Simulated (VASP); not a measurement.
# TaSi2: structure and properties in VASP, part 4 of 4

Aim: relax TaSi2, then compute properties on the relaxed cell. The start is a cell from a database of measured crystal structures.

VASP 6.6.1; PBEsol; plane waves and PAW (Ta_pv, Si).

Still holding for the runs below: This run has no spin polarisation. Its electron count is odd, so without a moment it is a metal by construction.

So far. Step 4 (Band structure (PBEsol)): There is no gap at this level. Step 5 (Total and projected DOS (PBEsol)): The finer mesh and the other smearing move the Fermi level by -0.02 eV from the 7×7×4 run, a small shift, which tests the Fermi level alone. Of the states within 0.3 eV of the Fermi level, the largest shares in the PAW spheres are Ta d 47 % and Si p 10 %. The rest lies in smaller channels or between the spheres. The relaxed cell has a = 4.758, c = 6.568 Å (conventional setting).

The database entry behind the starting cell has ideal inner coordinates that were not refined, so it need not match the best structure at ambient conditions.

### 6. Vibrations at Γ (PBEsol) (continued)

OUTCAR, selected parts (step 6):

```text
   NELECT =      57.0000    total number of electrons

  Total        0.4280387      0.4280387     -0.6874668     -0.0000000      0.0000000      0.0000000
  in kB        5.3263366      5.3263366     -8.5545523     -0.0000000      0.0000000      0.0000000
  external PRESSURE =       0.6993736 kB  Pullay stress =       0.0000000 kB

 POSITION                                       TOTAL-FORCE (eV/Angst)
 -----------------------------------------------------------------------------------
      2.37878      0.00000      3.28424        -0.000000      0.000000      0.000000
      1.18939      2.06009      5.47373        -0.000000      0.000000      0.000000
     -1.18939      2.06009      1.09475        -0.000000      0.000000      0.000000
     -0.00000      1.31366      3.28424        -0.000000     -0.022992     -0.000000
      3.61990      0.65683      5.47373         0.019912     -0.011496     -0.000000
      1.24112      3.46334      1.09475         0.019912      0.011496      0.000000
      2.37878      2.80651      3.28424        -0.000000      0.022992      0.000000
     -1.24112      3.46334      5.47373        -0.019912      0.011496     -0.000000
      1.13767      0.65683      1.09475        -0.019912     -0.011496      0.000000
 -----------------------------------------------------------------------------------
    total drift:                               -0.000000      0.000000      0.000000

 Eigenvectors and eigenvalues of the dynamical matrix
 ----------------------------------------------------

   1 f  =   12.304341 THz    77.310456 2PiTHz  410.428646 cm-1    50.886644 meV
             X         Y         Z           dx          dy          dz
      2.378783  0.000000  3.284239     0.000000   -0.000000   -0.000076
      1.189391  2.060086  5.473732     0.000000   -0.000000   -0.080422
     -1.189391  2.060086  1.094746     0.000000   -0.000000    0.080498
     -0.000000  1.313664  3.284239    -0.000208   -0.135134   -0.000403
      3.619900  0.656832  5.473732    -0.169305   -0.157921   -0.428746
      1.241117  3.463341  1.094746    -0.169244    0.158196    0.429149
      2.378783  2.806509  3.284239     0.000208    0.135134   -0.000403
     -1.241117  3.463341  5.473732     0.169305    0.157921   -0.428746
      1.137666  0.656832  1.094746     0.169244   -0.158196    0.429149

   2 f  =   12.304341 THz    77.310456 2PiTHz  410.428646 cm-1    50.886644 meV
             X         Y         Z           dx          dy          dz
      2.378783  0.000000  3.284239    -0.000000    0.000000    0.092907
      1.189391  2.060086  5.473732     0.000000    0.000000   -0.046519
     -1.189391  2.060086  1.094746     0.000000   -0.000000   -0.046388
     -0.000000  1.313664  3.284239     0.255789   -0.000110    0.495306
      3.619900  0.656832  5.473732     0.037265   -0.169403   -0.248002
      1.241117  3.463341  1.094746    -0.037541   -0.169146   -0.247304
      2.378783  2.806509  3.284239    -0.255789    0.000110    0.495306
     -1.241117  3.463341  5.473732    -0.037265    0.169403   -0.248002
      1.137666  0.656832  1.094746     0.037541    0.169146   -0.247304

   3 f  =   11.264317 THz    70.775791 2PiTHz  375.737168 cm-1    46.585451 meV
             X         Y         Z           dx          dy          dz
      2.378783  0.000000  3.284239    -0.113419    0.000000   -0.000000
      1.189391  2.060086  5.473732     0.056709    0.098224   -0.000000
     -1.189391  2.060086  1.094746     0.056709   -0.098224   -0.000000
     -0.000000  1.313664  3.284239    -0.024229   -0.000000   -0.399559
      3.619900  0.656832  5.473732     0.012114    0.020983    0.399559
      1.241117  3.463341  1.094746     0.012114   -0.020983   -0.399559
      2.378783  2.806509  3.284239    -0.024229    0.000000    0.399559
     -1.241117  3.463341  5.473732     0.012114    0.020983   -0.399559
      1.137666  0.656832  1.094746     0.012114   -0.020983    0.399559

   4 f  =   11.249723 THz    70.684097 2PiTHz  375.250380 cm-1    46.525097 meV
[...]
1.137666  0.656832  1.094746     0.353553    0.204124    0.000000

   6 f  =   10.873909 THz    68.322785 2PiTHz  362.714558 cm-1    44.970853 meV
             X         Y         Z           dx          dy          dz
      2.378783  0.000000  3.284239    -0.000018    0.103212   -0.000000
      1.189391  2.060086  5.473732     0.045173    0.181470   -0.000000
     -1.189391  2.060086  1.094746    -0.045196    0.181478    0.000000
     -0.000000  1.313664  3.284239     0.000029   -0.062103    0.000038
      3.619900  0.656832  5.473732    -0.116911   -0.264609   -0.379753
      1.241117  3.463341  1.094746     0.116934   -0.264629   -0.379792
      2.378783  2.806509  3.284239     0.000029   -0.062103   -0.000038
     -1.241117  3.463341  5.473732    -0.116911   -0.264609    0.379753
      1.137666  0.656832  1.094746     0.116934   -0.264629    0.379792

   7 f  =   10.873909 THz    68.322785 2PiTHz  362.714558 cm-1    44.970853 meV
             X         Y         Z           dx          dy          dz
      2.378783  0.000000  3.284239    -0.207561   -0.000009    0.000000
      1.189391  2.060086  5.473732    -0.129304   -0.045200   -0.000000
     -1.189391  2.060086  1.094746    -0.129296    0.045169   -0.000000
     -0.000000  1.313664  3.284239     0.332124    0.000005    0.438523
      3.619900  0.656832  5.473732     0.129619    0.116946    0.219295
      1.241117  3.463341  1.094746     0.129598   -0.116900   -0.219228
      2.378783  2.806509  3.284239     0.332124    0.000005   -0.438523
     -1.241117  3.463341  5.473732     0.129619    0.116946   -0.219295
      1.137666  0.656832  1.094746     0.129598   -0.116900    0.219228

   8 f  =   10.411969 THz    65.420330 2PiTHz  347.305897 cm-1    43.060424 meV
             X         Y         Z           dx          dy          dz
      2.378783  0.000000  3.284239     0.000000    0.000000   -0.000001
      1.189391  2.060086  5.473732     0.000000    0.000000   -0.079893
     -1.189391  2.060086  1.094746     0.000000   -0.000000    0.079894
     -0.000000  1.313664  3.284239    -0.000006    0.096172    0.000003
      3.619900  0.656832  5.473732    -0.178958   -0.406138    0.212620
      1.241117  3.463341  1.094746    -0.178962    0.406142   -0.212622
      2.378783  2.806509  3.284239     0.000006   -0.096172    0.000003
     -1.241117  3.463341  5.473732     0.178958    0.406138    0.212620
      1.137666  0.656832  1.094746     0.178962   -0.406142   -0.212622

   9 f  =   10.411969 THz    65.420330 2PiTHz  347.305897 cm-1    43.060424 meV
             X         Y         Z           dx          dy          dz
      2.378783  0.000000  3.284239     0.000000    0.000000    0.092253
      1.189391  2.060086  5.473732     0.000000    0.000000   -0.046127
     -1.189391  2.060086  1.094746     0.000000    0.000000   -0.046125
     -0.000000  1.313664  3.284239     0.509462    0.000001   -0.245514
      3.619900  0.656832  5.473732    -0.199497   -0.178965    0.122759
      1.241117  3.463341  1.094746     0.199493   -0.178955    0.122754
      2.378783  2.806509  3.284239    -0.509462   -0.000001   -0.245514
     -1.241117  3.463341  5.473732     0.199497    0.178965    0.122759
      1.137666  0.656832  1.094746    -0.199493    0.178955    0.122754

  10 f  =    9.070632 THz    56.992464 2PiTHz  302.563730 cm-1    37.513105 meV
             X         Y         Z           dx          dy          dz
      2.378783  0.000000  3.284239    -0.000000   -0.000000    0.000004
      1.189391  2.060086  5.473732     0.000000    0.000000    0.154333
     -1.189391  2.060086  1.094746     0.000000   -0.000000   -0.154337
     -0.000000  1.313664  3.284239    -0.000001   -0.540315    0.000004
      3.619900  0.656832  5.473732    -0.253094    0.101967    0.132936
      1.241117  3.463341  1.094746    -0.253074   -0.101955   -0.132940
    [... 205 further lines ...]
     -1.241117  3.463341  5.473732    -0.122802   -0.156408   -0.000115
      1.137666  0.656832  1.094746    -0.122830   -0.156430   -0.000043

 ELASTIC MODULI CONTR FROM IONIC RELAXATION (kBar)
 Direction    XX          YY          ZZ          XY          YZ          ZX
 --------------------------------------------------------------------------------
 XX         -84.0652     72.7755     13.4402     -0.0000     -0.0000      0.0000
 YY          72.7755    -84.0652     13.4402      0.0000     -0.0000      0.0000
 ZZ          13.4402     13.4402    -32.0009     -0.0000      0.0000     -0.0000
 XY          -0.0000      0.0000     -0.0000    -78.4275      0.0000      0.0000
 YZ          -0.0000     -0.0000      0.0000      0.0000   -237.1919     -0.0000
 ZX           0.0000      0.0000     -0.0000      0.0000     -0.0000   -225.7215
 --------------------------------------------------------------------------------

[... 8 parts as in an earlier step ...]

[... 3 further parts left out ...]
```

Energies printed during the response cycles are not total energies of the cell.

Numbers from this step:

| Property | Result |
| --- | --- |
| bands | 37 |
| irreducible k-points | 24 |
| pressure of the cell | 0.06994 GPa |
| largest force of the cell | 0.02299 eV/Å |
| Fermi energy | 9.414 eV |

The modes at Γ (shares of kinetic energy by element, %):

```tsv
mode	frequency (cm⁻¹)	symmetry	Ta %	Si %
1	-0.1	acoustic	76	24
2	-0.1	acoustic	76	24
3	-0.1	acoustic	76	24
4	107.5	B	84	16
5	149.7	E1	92	8
6	149.7	E1	92	8
7	152.1	E2	93	7
8	152.1	E2	93	7
9	168.1	B	93	7
10	229.9	E1	16	84
11	229.9	E1	16	84
12	234.0	A2	13	87
13	254.4	B	16	84
14	265.2	E1	7	93
15	265.2	E1	7	93
16	301.7	B	3	97
17	302.6	E2	5	95
18	302.6	E2	5	95
19	347.3	E2	1	99
20	347.3	E2	1	99
21	362.7	E1	8	92
22	362.7	E1	8	92
23	372.9	A1	0	100
24	375.2	A2	11	89
25	375.7	B	4	96
26	410.4	E2	1	99
27	410.4	E2	1	99
```

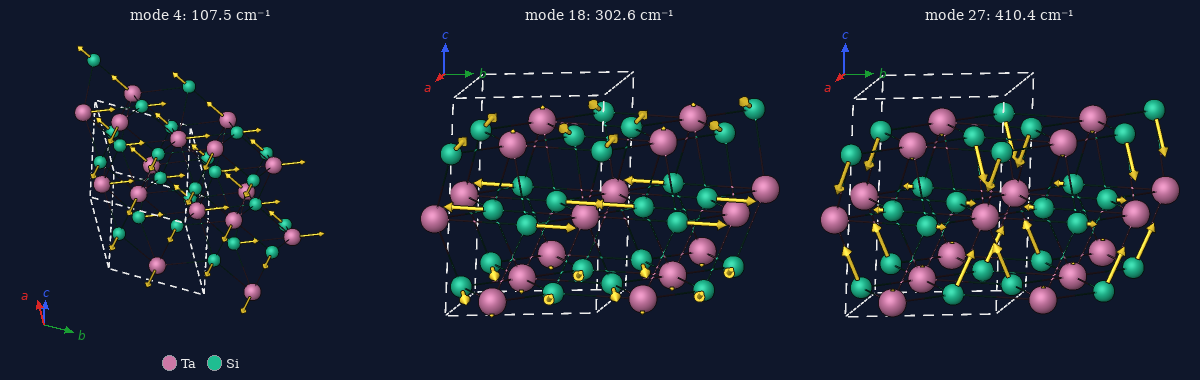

Displacement patterns of modes 4, 18 and 27 at Γ; arrows are exaggerated. 2×2×1 cells are drawn. Some periodic images of atoms are drawn too.

The three acoustic modes lie within 0.1 cm⁻¹ of zero, and all others are real. By the characters of their eigenvectors the optical modes sort into (cm⁻¹) Raman active: E1 150, E2 152, E1 230, E1 265, E2 303, E2 347, E1 363, A1 373, E2 410; infrared active: E1 150, E1 230, A2 234, E1 265, E1 363, A2 375; silent: B 107, B 168, B 254, B 302, B 376. B labels carry no number here, since it depends on the setting of the axes.

### 7. Optical spectrum (PBEsol)

LOPTICS sums transitions from filled to empty bands. The mesh is finer than in the run before. NBANDS is raised for it.

INCAR reads:

```
SYSTEM = TaSi2
PREC = Accurate
ENCUT = 400
EDIFF = 1E-06
NELM = 100
ISMEAR = 0
SIGMA = 0.05
LREAL = .FALSE.
ALGO = Normal
GGA = PS
NBANDS = 100
LASPH = .TRUE.
LORBIT = 11
LWAVE = .FALSE.
LCHARG = .FALSE.
KPAR = 8
LOPTICS = .TRUE.
NEDOS = 1500
CSHIFT = 0.1
```

POSCAR reads:

```
TaSi2
1.0
    4.7575657800      0.0000000000      0.0000000000
   -2.3787828900      4.1201728257      0.0000000000
    0.0000000000      0.0000000000      6.5684782751
Ta Si
3 6
Direct
    0.5000000000      0.0000000000      0.5000000000
    0.5000000000      0.5000000000      0.8333333333
    0.0000000000      0.5000000000      0.1666666667
    0.1594184982      0.3188369964      0.5000000000
    0.8405815018      0.1594184982      0.8333333333
    0.6811630036      0.8405815018      0.1666666667
    0.8405815018      0.6811630036      0.5000000000
    0.1594184982      0.8405815018      0.8333333333
    0.3188369964      0.1594184982      0.1666666667
```

KPOINTS reads:

```
Automatic mesh
0
Gamma
10 10 6
0 0 0
```

Potentials, in the order of the species: Ta_pv and Si (PBE family, release 64).

Run with:

```sh
$ mpirun -np 8 vasp_std
```

Output:

```text
[... set-up lines as in an earlier step ...]
 entering main loop
       N       E                     dE             d eps       ncg     rms          rms(c)
DAV:   1     0.385868273032E+03    0.38587E+03   -0.18042E+04 11200   0.440E+02
DAV:   2    -0.553924867607E+02   -0.44126E+03   -0.41398E+03 12580   0.164E+02
DAV:   3    -0.794877570082E+02   -0.24095E+02   -0.23544E+02 13464   0.385E+01
DAV:   4    -0.796498774322E+02   -0.16212E+00   -0.16195E+00 12768   0.311E+00
DAV:   5    -0.796506482253E+02   -0.77079E-03   -0.77074E-03 12896   0.224E-01    0.328E+01
DAV:   6    -0.776547124245E+02    0.19959E+01   -0.10095E+00 12776   0.472E+00    0.153E+01
DAV:   7    -0.773753893296E+02    0.27932E+00   -0.35861E-01 12272   0.143E+00    0.418E+00
DAV:   8    -0.773503793028E+02    0.25010E-01   -0.29940E-02 12888   0.382E-01    0.670E-01
DAV:   9    -0.773494600792E+02    0.91922E-03   -0.13612E-03 12616   0.978E-02    0.334E-01
DAV:  10    -0.773492584192E+02    0.20166E-03   -0.18614E-04 13144   0.440E-02    0.544E-02
DAV:  11    -0.773492586566E+02   -0.23744E-06   -0.14881E-05 12328   0.931E-03    0.170E-02
DAV:  12    -0.773492564711E+02    0.21856E-05   -0.11106E-06 11608   0.303E-03    0.194E-03
DAV:  13    -0.773492561370E+02    0.33404E-06   -0.17260E-07  6632   0.118E-03
   1 F= -.77349256E+02 E0= -.77347515E+02  d E =-.348139E-02
 optical routines
 imaginary and real dielectric function
 recalculating local potential from charge density
 direction            1
 direction            2
 direction            3
```

The job ended after 27 s (8 MPI ranks of Intel Xeon 6975P-C (Granite Rapids), shared host; peak memory 5.8 GiB).

Parts of OUTCAR (step 7):

```text
   k-points           NKPTS =     56   k-points in BZ     NKDIM =     56   number of bands    NBANDS=    100

   NELECT =      57.0000    total number of electrons

 E-fermi :   9.4033

 k-point     1 :       0.0000    0.0000    0.0000
  band No.  band energies     occupation
    ...
     25       6.8820      2.00000
     26       7.0059      2.00000
     27       7.1724      2.00000
     28       7.1724      2.00000
     29       7.9106      2.00000
     30      10.0752      0.00000
     31      12.4142      0.00000
     32      12.4142      0.00000
     33      12.8898      0.00000
     34      13.0011      0.00000
    ...

  Total        0.3250234      0.3250234     -0.4147367      0.0000000      0.0000000      0.0000000
  in kB        4.0444569      4.0444569     -5.1608117      0.0000000      0.0000000      0.0000000
  external PRESSURE =       0.9760340 kB  Pullay stress =       0.0000000 kB

 POSITION                                       TOTAL-FORCE (eV/Angst)
 -----------------------------------------------------------------------------------
      2.37878      0.00000      3.28424         0.000000     -0.000000     -0.000000
      1.18939      2.06009      5.47373        -0.000000     -0.000000     -0.000000
     -1.18939      2.06009      1.09475        -0.000000     -0.000000      0.000000
     -0.00000      1.31366      3.28424         0.000000     -0.027053      0.000000
      3.61990      0.65683      5.47373         0.023429     -0.013527      0.000000
      1.24112      3.46334      1.09475         0.023429      0.013527     -0.000000
      2.37878      2.80651      3.28424        -0.000000      0.027053      0.000000
     -1.24112      3.46334      5.47373        -0.023429      0.013527     -0.000000
      1.13767      0.65683      1.09475        -0.023429     -0.013527     -0.000000
 -----------------------------------------------------------------------------------
    total drift:                               -0.000000      0.000000      0.000000

  FREE ENERGIE OF THE ION-ELECTRON SYSTEM (eV)
  ---------------------------------------------------
  free  energy   TOTEN  =       -77.3492561370 eV

  energy  without entropy=      -77.3457747436  energy(sigma->0) =      -77.34751544

 plasma frequency squared (from intraband transitions) (eV^2)
  --------------------------------------------------------------------------------------
       5.832       0.000       0.000
       0.000       5.832      -0.000
       0.000       0.000      50.293

[... 8 parts as in an earlier step ...]

[... 8 further parts left out ...]
```

These are independent-particle spectra without excitons or local fields, and fine structure depends on the mesh and on CSHIFT. The intraband (Drude) part is not in this spectrum.

Numbers from this step:

```yaml
bands: 100
irreducible_k_points: 56
free_energy_toten: -77.3493 eV
energy_at_zero_smearing: -77.3475 eV
fermi_energy: 9.403 eV
pressure: 0.09760 GPa
```

The imaginary dielectric function has structure finer than the step of the table below, so its rows give means over 2 eV, whole bins alone (the curve runs from 0 to 25.0 eV). Peaks (eV: height): xx 0.3: 54.6, 2.6: 28.9; zz 0.4: 18.3, 1.4: 26.2, 4.2: 28.5.

Imaginary dielectric function against photon energy; means over each step:

```tsv
photon energy (eV)	xx	zz
2	20.6	19.9
4	22.3	23.7
6	15.8	16.4
8	6.23	5.38
10	2.27	2.25
12	0.930	0.940
14	0.471	0.458
16	0.281	0.305
18	0.195	0.217
20	0.144	0.170
22	0.117	0.125
```

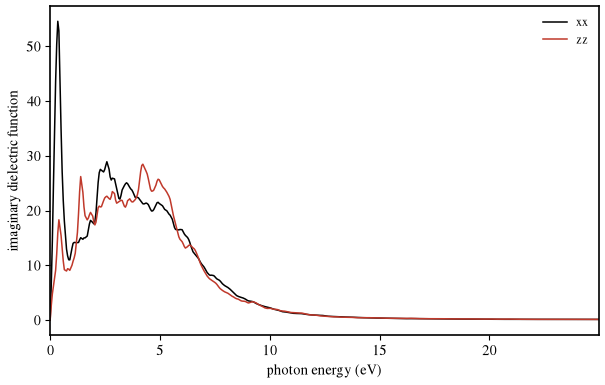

Imaginary dielectric function, plotted against photon energy.

Table of real dielectric function by photon energy:

```tsv
photon energy (eV)	xx	zz
0	80.3	45.3
2	25.8	20.2
4	3.89	11.7
6	-6.17	-8.51
8	-7.18	-7.14
10	-4.63	-4.26
12	-2.61	-2.61
14	-1.49	-1.41
16	-0.790	-0.736
18	-0.334	-0.323
20	-0.0288	-0.0138
22	0.210	0.194
24	0.383	0.367
```

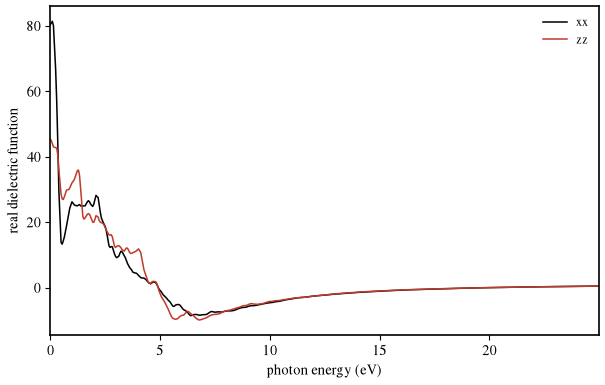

Real dielectric function against photon energy.

### 8. What came out

| Property | Result |
| --- | --- |
| relaxed volume | 14.31 Å³/atom |
| relaxed conventional cell a, b, c | 4.758, 4.758, 6.568 Å; angles 90.0, 90.0, 120.0° |
| space group after relaxing, within 0.02 Å | P6_222 (No. 180) |
| band gap | none, a metal |
| DOS at the Fermi level | 3.32 states/eV/cell |
| highest zone-centre mode | 410 cm⁻¹ |

In words: With PBEsol, TaSi2 relaxes to 14.31 Å³/atom in space group P6_222 (held by the symmetry of the run) and comes out as a metal. Against the listed cell the volume lies -0.9 % (a -0.5 %, c +0.1 %). Band structure (PBEsol): Of the bands kept, 2 cross the Fermi level on this path. Vibrations at Γ (PBEsol): The highest mode in this list at Γ, 410.4 cm⁻¹, is mostly motion of Si (99 % of the kinetic energy). Spin-orbit coupling is left out, and with elements this heavy it would split and shift bands near the Fermi level. With an odd electron count and no spin the cell is a metal by construction. Modes at Γ alone can't show that the crystal is stable at other wave vectors. No search among competing phases was made, and a listed structure need not be the one stable at ambient conditions. All values are for a static lattice at zero temperature.

[Lines on the potential files, build, host, timing and source positions are cut from VASP's logs without a mark.]

[Logs are printed without paths, hosts, clocks, repeated set-up lines and the standing remarks that a program may print on its own settings, such as how far it seeks lower states.]

[Hosts, paths, dates, database ids (printed as entryN), source tags and the programs' standing remarks are cut or masked in the printed files.]

[A measured line is paired with the nearest computed mode of its activity, which favours agreement.]
